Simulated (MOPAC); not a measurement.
Si2H3Cl2F: frequency calculation (part 1 of 2)

- system: Si2H3Cl2F, SMILES F[Si]([SiH3])(Cl)Cl
- method: PM3, closed shell (MOPAC 23.2.5)

The geometry was optimised with PM3.

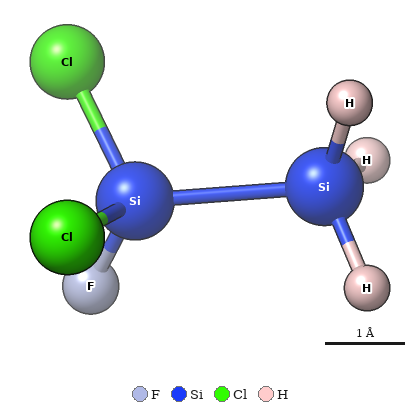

*The structure (ball-and-stick view, seen at a tilt).*

Bond lengths as drawn: Cl–Si 2.08 Å, F–Si 1.58 Å, H–Si 1.48 Å and Si–Si 2.44 Å.

### The input (mol.mop)
```
PM3 THERMO(298,398,100) FORCE AUX(PRECISION=9) THREADS=1
Cl2FH3Si2 charge 0

F     -0.313520 +1    -0.138238 +1    -2.305763 +1
Si    -0.524764 +1     0.423221 +1    -0.843839 +1
Si     0.745370 +1    -0.642168 +1     0.941545 +1
Cl    -2.575672 +1     0.278616 +1    -0.525826 +1
Cl    -0.086567 +1     2.450965 +1    -1.000242 +1
H      0.407919 +1     0.027764 +1     2.222023 +1
H      2.193120 +1    -0.497758 +1     0.649388 +1
H      0.377186 +1    -2.078628 +1     0.997949 +1
```

Machine: 1 thread of Arm Neoverse V1, 24 GiB of memory available, shared host.

Launched with:
```bash
mopac mol.mop
```

### Output
```
MOPAC v23.2.5
PM3 CALCULATION RESULTS

 *  PM3        - The PM3 Hamiltonian to be used
 *  FORCE      - FORCE CALCULATION SPECIFIED
 *  THREADS=1  - MULTI-THREADING NOT USED
 *  AUX        - OUTPUT AUXILIARY INFORMATION
 *  THERMO     - THERMODYNAMIC QUANTITIES TO BE CALCULATED
PM3 THERMO(298,398,100) FORCE AUX(PRECISION=9) THREADS=1
 Cl2FH3Si2 charge 0

   ATOM   CHEMICAL          X               Y               Z
  NUMBER   SYMBOL      (ANGSTROMS)     (ANGSTROMS)     (ANGSTROMS)

     1       F         -0.31352000  *  -0.13823800  *  -2.30576300  *
     2      Si         -0.52476400  *   0.42322100  *  -0.84383900  *
     3      Si          0.74537000  *  -0.64216800  *   0.94154500  *
     4      Cl         -2.57567200  *   0.27861600  *  -0.52582600  *
     5      Cl         -0.08656700  *   2.45096500  *  -1.00024200  *
     6       H          0.40791900  *   0.02776400  *   2.22202300  *
     7       H          2.19312000  *  -0.49775800  *   0.64938800  *
     8       H          0.37718600  *  -2.07862800  *   0.99794900  *

          CARTESIAN COORDINATES

    NO.       ATOM           X           Y           Z

     1         F         -0.3135     -0.1382     -2.3058
     2        Si         -0.5248      0.4232     -0.8438
     3        Si          0.7454     -0.6422      0.9415
     4        Cl         -2.5757      0.2786     -0.5258
     5        Cl         -0.0866      2.4510     -1.0002
     6         H          0.4079      0.0278      2.2220
     7         H          2.1931     -0.4978      0.6494
     8         H          0.3772     -2.0786      0.9979

           Empirical Formula: H3 F Si2 Cl2  =     8 atoms

      MOLECULAR POINT GROUP   :   Cs

      RHF CALCULATION, NO. OF DOUBLY OCCUPIED LEVELS = 16

          HEAT OF FORMATION =    -162.146802 KCALS/MOLE

          CARTESIAN COORDINATE DERIVATIVES

   NUMBER  ATOM         X            Y            Z

     1       F     -0.012557     0.008006    -0.004696
     2      Si      0.017767    -0.009246     0.004907
     3      Si     -0.005717     0.012275    -0.002508
     4      Cl     -0.003132    -0.001467    -0.000804
     5      Cl      0.002003    -0.002394     0.001069
     6       H      0.002997    -0.002080    -0.000248
     7       H     -0.001849    -0.001740     0.000798
     8       H      0.000489    -0.003355     0.001482

 DIPOLE           X         Y         Z       TOTAL
 POINT-CHG.     0.357     3.198     0.000     3.218
 HYBRID        -0.313     0.048     0.000     0.317
 SUM            0.044     3.246     0.000     3.246

          GRADIENT NORM =   0.03027

          MOLECULAR WEIGHT =  149.10

          ROTATIONAL CONSTANTS IN CM(-1)

          A =    0.05859226   B =    0.04961966   C =    0.03721899

           PRINCIPAL MOMENTS OF INERTIA IN UNITS OF 10**(-40)*GRAM-CM**2

          A =      477.7551   B =      564.1464   C =      752.1095

          ORIENTATION OF MOLECULE IN FORCE CALCULATION

    NO.       ATOM         X         Y         Z

     1          F      -1.8594    0.0754    0.0000
     2         Si      -0.2791    0.0754    0.0000
     3         Si       0.8243    2.2476    0.0000
     4         Cl       0.2378   -1.0542   -1.6688
     5         Cl       0.2380   -1.0542    1.6688
     6          H       2.2920    2.0285    0.0023
     7          H       0.4117    2.9927    1.2153
     8          H       0.4153    2.9909   -1.2175

    FIRST DERIVATIVES WILL BE USED IN THE CALCULATION OF SECOND DERIVATIVES

          ESTIMATED TIME TO COMPLETE CALCULATION =        0.19 SECONDS

    FOR POINT-GROUP Cs   THERE ARE   2 UNIQUE SYMMETRY FUNCTIONS.

 STEP:   1 TIME =     0.00 SECS, INTEGRAL =      0.00 TIME LEFT: 172799.99
 STEP:   2 TIME =     0.00 SECS, INTEGRAL =      0.01 TIME LEFT: 172799.99
 STEP:   3 TIME =     0.00 SECS, INTEGRAL =      0.01 TIME LEFT: 172799.98
 STEP:   4 TIME =     0.00 SECS, INTEGRAL =      0.01 TIME LEFT: 172799.98
 STEP:   5 TIME =     0.00 SECS, INTEGRAL =      0.02 TIME LEFT: 172799.98
 STEP:   6 TIME =     0.00 SECS, INTEGRAL =      0.02 TIME LEFT: 172799.98
 STEP:   7 TIME =     0.00 SECS, INTEGRAL =      0.02 TIME LEFT: 172799.97
 STEP:   8 TIME =     0.00 SECS, INTEGRAL =      0.02 TIME LEFT: 172799.97
 STEP:   9 TIME =     0.00 SECS, INTEGRAL =      0.03 TIME LEFT: 172799.97
 STEP:  10 TIME =     0.00 SECS, INTEGRAL =      0.03 TIME LEFT: 172799.96
 STEP:  11 TIME =     0.00 SECS, INTEGRAL =      0.04 TIME LEFT: 172799.96
 STEP:  12 TIME =     0.00 SECS, INTEGRAL =      0.04 TIME LEFT: 172799.96
 STEP:  13                       INTEGRAL =      0.04 TIME LEFT: 172799.96
 STEP:  14                       INTEGRAL =      0.04 TIME LEFT: 172799.96
 STEP:  15                       INTEGRAL =      0.04 TIME LEFT: 172799.96
 STEP:  16 TIME =     0.00 SECS, INTEGRAL =      0.04 TIME LEFT: 172799.96
 STEP:  17 TIME =     0.00 SECS, INTEGRAL =      0.04 TIME LEFT: 172799.95
 STEP:  18 TIME =     0.00 SECS, INTEGRAL =      0.04 TIME LEFT: 172799.95
 STEP:  19 TIME =     0.00 SECS, INTEGRAL =      0.05 TIME LEFT: 172799.95
 STEP:  20 TIME =     0.00 SECS, INTEGRAL =      0.05 TIME LEFT: 172799.95
 STEP:  21 TIME =     0.00 SECS, INTEGRAL =      0.05 TIME LEFT: 172799.95
 STEP:  22                       INTEGRAL =      0.05 TIME LEFT: 172799.95
 STEP:  23                       INTEGRAL =      0.05 TIME LEFT: 172799.95
 STEP:  24                       INTEGRAL =      0.05 TIME LEFT: 172799.95

(To convert to Hartree/Bohr^2, multiply by (10^(-21) x N x a0^2)/(4.184 x 627.51) =  0.0642)

           FORCE MATRIX IN MILLIDYNES/ANGSTROM

                  F  1      Si  2      Si  3      Cl  4      Cl  5       H  6
 ------------------------------------------------------------------------------
     F    1   5.871655
    Si    2   5.445813   6.839733
    Si    3   0.151346   1.389629   5.218815
    Cl    4   0.349718   0.977813   0.108941   1.360666
    Cl    5   0.350035   0.978086   0.109014   0.162372   1.360666
     H    6   0.056349   0.099371   1.952027   0.008706   0.008660   2.078443
     H    7   0.012932   0.089368   1.946383   0.043851   0.008711   0.185655
     H    8   0.012977   0.088785   1.946431   0.008765   0.043435   0.185569

                  H  7       H  8
 ------------------------------
     H    7   2.074277
     H    8   0.186252   2.074277

          HEAT OF FORMATION =    -162.146802 KCALS/MOLE

          ZERO POINT ENERGY      16.964 KCAL/MOL

           NORMAL COORDINATE ANALYSIS (Total motion = 1 Angstrom)

   Root No.       1         2         3         4         5         6         7         8

                 1 A"      2 A"      1 A'      2 A'      3 A'      3 A"      4 A'      4 A"

                  34.8      95.3     110.0     148.0     215.6     230.5     311.1     363.4

           1    0.0000   -0.0000    0.0458    0.1017   -0.0311    0.0000    0.1001   -0.0000
           2   -0.0000    0.0000    0.1217    0.0201    0.2306   -0.0000   -0.0438   -0.0000
           3    0.0084   -0.0483    0.0000   -0.0000    0.0000    0.3116   -0.0000   -0.0115
           4    0.0000   -0.0000    0.0466    0.1023   -0.0345   -0.0000    0.0997    0.0000
           5   -0.0000    0.0000    0.0284   -0.0507   -0.0768    0.0000   -0.0430   -0.0000
           6    0.0009   -0.0542   -0.0000   -0.0000   -0.0000   -0.0812   -0.0000    0.1388
           7   -0.0000    0.0000   -0.0501   -0.0373   -0.0788    0.0000   -0.0364   -0.0000
           8   -0.0000   -0.0000    0.0858    0.0253   -0.1252   -0.0000   -0.0931    0.0000
           9    0.0008    0.1071    0.0000    0.0000   -0.0000    0.0081    0.0000    0.0257
          10   -0.0076   -0.0424   -0.0067   -0.0489    0.0573    0.0914   -0.0485    0.0140
          11    0.0027   -0.0793   -0.0824    0.0023    0.0220   -0.0497    0.0679   -0.0413
          12   -0.0030   -0.0151    0.0599   -0.1036   -0.0171   -0.0572    0.0999   -0.0581
          13    0.0076    0.0424   -0.0067   -0.0489    0.0573   -0.0914   -0.0485   -0.0140
          14   -0.0027    0.0793   -0.0824    0.0023    0.0220    0.0497    0.0679    0.0413
          15   -0.0030   -0.0151   -0.0599    0.1036    0.0171   -0.0572   -0.0999   -0.0581
          16    0.0000    0.0000   -0.0290   -0.0088   -0.0613    0.0000   -0.0109   -0.0000
          17   -0.0000   -0.0000    0.2356    0.2245   -0.0077   -0.0000    0.0858    0.0000
          18    0.3272    0.1594    0.0000    0.0000    0.0000    0.0612    0.0000   -0.0980
          19   -0.2509   -0.0621   -0.1311   -0.1388   -0.1145   -0.0586   -0.1140    0.1170
          20    0.1244   -0.1339    0.0407   -0.0283   -0.1294   -0.1224   -0.1228    0.2497
          21   -0.1604    0.1689    0.0002   -0.0009   -0.0077    0.0644   -0.0072   -0.0907
          22    0.2509    0.0621   -0.1311   -0.1388   -0.1145    0.0586   -0.1140   -0.1171
          23   -0.1244    0.1339    0.0407   -0.0283   -0.1294    0.1224   -0.1228   -0.2497
          24   -0.1605    0.1689   -0.0002    0.0010    0.0077    0.0644    0.0072   -0.0907

   Root No.       9        10        11        12        13        14        15        16

                 5 A'      5 A"      6 A'      7 A'      6 A"      8 A'      9 A'      7 A"

                 423.8     437.8     447.1     718.4     868.0     869.1     926.0    1881.2

           1   -0.0345    0.0000   -0.0009    0.0062   -0.0000   -0.0077    0.4160   -0.0000
           2   -0.0020   -0.0000   -0.0175   -0.0030   -0.0000   -0.0007   -0.0011   -0.0000
           3   -0.0000    0.0092   -0.0000    0.0000    0.0004   -0.0000   -0.0000    0.0000
           4   -0.0261   -0.0000   -0.0038   -0.0035   -0.0000    0.0033   -0.2864   -0.0000
           5   -0.0675    0.0000    0.0896    0.0090   -0.0000    0.0015   -0.0125   -0.0000
           6   -0.0000   -0.0529    0.0000    0.0000   -0.0023   -0.0000    0.0000   -0.0002
           7    0.0543   -0.0000    0.0085   -0.0151   -0.0000   -0.0167    0.0062   -0.0000
           8    0.0317    0.0000   -0.0521   -0.0309    0.0000    0.0082    0.0173    0.0000
           9    0.0000    0.0366    0.0000   -0.0000   -0.0187    0.0000    0.0000   -0.0269
          10    0.0011   -0.0027    0.0039   -0.0001   -0.0001    0.0002   -0.0008   -0.0000
          11    0.0097    0.0023   -0.0093   -0.0019   -0.0002    0.0001    0.0012    0.0000
          12    0.0090    0.0094   -0.0107   -0.0013    0.0001   -0.0000    0.0018    0.0000
          13    0.0011    0.0027    0.0039   -0.0001    0.0001    0.0002   -0.0008    0.0000
          14    0.0097   -0.0023   -0.0093   -0.0019    0.0002    0.0001    0.0012   -0.0000
          15   -0.0090    0.0094    0.0107    0.0013    0.0001    0.0000   -0.0018    0.0000
          16    0.1125   -0.0000    0.0485    0.0474    0.0000    0.0240    0.0058   -0.0000
          17    0.4482    0.0000    0.2636    0.3193   -0.0000    0.1803    0.0137    0.0000
          18    0.0000   -0.1437    0.0000    0.0000    0.4390    0.0000   -0.0000   -0.0180
          19   -0.1625    0.1414   -0.2171    0.1782    0.2595    0.2416    0.0086   -0.1399
          20   -0.0488    0.3196   -0.1623    0.2394    0.0324   -0.2212   -0.1061    0.2426
          21   -0.0193   -0.1176   -0.0082   -0.0869    0.0657    0.2187    0.0741    0.3867
          22   -0.1625   -0.1415   -0.2171    0.1782   -0.2595    0.2416    0.0086    0.1399
          23   -0.0488   -0.3196   -0.1623    0.2394   -0.0324   -0.2212   -0.1061   -0.2426
          24    0.0193   -0.1176    0.0082    0.0869    0.0657   -0.2188   -0.0741    0.3866

   Root No.      17        18

                10 A'     11 A'

                1882.3    1904.2

           1    0.0000   -0.0000
           2   -0.0000   -0.0000
           3   -0.0000   -0.0000
           4   -0.0002    0.0001
           5    0.0001    0.0002
           6   -0.0000   -0.0000
           7   -0.0211   -0.0051
           8    0.0110   -0.0091
           9    0.0000   -0.0000
          10    0.0000   -0.0000
          11    0.0000   -0.0000
          12   -0.0000   -0.0000
          13   -0.0000   -0.0000
          14    0.0000   -0.0000
          15    0.0000    0.0000
          16    0.4721    0.3335
          17   -0.0703   -0.0600
          18   -0.0000   -0.0000
          19    0.0592   -0.0963
          20   -0.1192    0.1552
          21   -0.2109    0.2690
          22    0.0592   -0.0963
          23   -0.1192    0.1552
          24    0.2109   -0.2690

           MASS-WEIGHTED COORDINATE ANALYSIS (NORMAL COORDINATES)

   Root No.       1         2         3         4         5         6         7         8

                 1 A"      2 A"      1 A'      2 A'      3 A'      3 A"      4 A'      4 A"

                  34.8      95.3     110.0     148.0     215.6     230.5     311.1     363.4

           1    0.0000   -0.0000    0.1620    0.3451   -0.0914    0.0001    0.3008   -0.0000
           2   -0.0000    0.0000    0.4309    0.0681    0.6784   -0.0000   -0.1316   -0.0000
           3    0.0645   -0.1949    0.0000   -0.0000    0.0000    0.7739   -0.0000   -0.0474
           4    0.0000   -0.0000    0.2007    0.4221   -0.1233   -0.0000    0.3641    0.0001
           5   -0.0000    0.0000    0.1224   -0.2092   -0.2748    0.0000   -0.1571   -0.0001
           6    0.0088   -0.2661   -0.0000   -0.0000   -0.0000   -0.2452   -0.0000    0.6964
           7   -0.0000    0.0000   -0.2158   -0.1539   -0.2820    0.0000   -0.1330   -0.0000
           8   -0.0000   -0.0000    0.3694    0.1046   -0.4479   -0.0000   -0.3403    0.0000
           9    0.0072    0.5259    0.0000    0.0000   -0.0000    0.0244    0.0000    0.1289
          10   -0.0794   -0.2339   -0.0325   -0.2268    0.2304    0.3099   -0.1990    0.0790
          11    0.0278   -0.4372   -0.3984    0.0106    0.0885   -0.1685    0.2788   -0.2326
          12   -0.0317   -0.0833    0.2896   -0.4802   -0.0686   -0.1942    0.4101   -0.3276
          13    0.0794    0.2338   -0.0326   -0.2268    0.2304   -0.3100   -0.1990   -0.0790
          14   -0.0278    0.4372   -0.3983    0.0106    0.0885    0.1685    0.2788    0.2327
          15   -0.0317   -0.0833   -0.2896    0.4802    0.0686   -0.1941   -0.4100   -0.3275
          16    0.0000    0.0000   -0.0237   -0.0069   -0.0415    0.0000   -0.0075   -0.0000
          17   -0.0000   -0.0000    0.1922    0.1755   -0.0052   -0.0000    0.0594    0.0000
          18    0.5766    0.1483    0.0000    0.0000    0.0000    0.0350    0.0000   -0.0932
          19   -0.4421   -0.0577   -0.1069   -0.1085   -0.0776   -0.0335   -0.0789    0.1112
          20    0.2193   -0.1245    0.0332   -0.0221   -0.0877   -0.0700   -0.0850    0.2372
          21   -0.2828    0.1571    0.0002   -0.0007   -0.0052    0.0368   -0.0050   -0.0862
          22    0.4421    0.0577   -0.1069   -0.1085   -0.0776    0.0335   -0.0789   -0.1112
          23   -0.2192    0.1245    0.0332   -0.0221   -0.0877    0.0700   -0.0850   -0.2372
          24   -0.2829    0.1571   -0.0001    0.0008    0.0052    0.0368    0.0050   -0.0862

   Root No.       9        10        11        12        13        14        15        16

                 5 A'      5 A"      6 A'      7 A'      6 A"      8 A'      9 A'      7 A"

                 423.8     437.8     447.1     718.4     868.0     869.1     926.0    1881.2
```
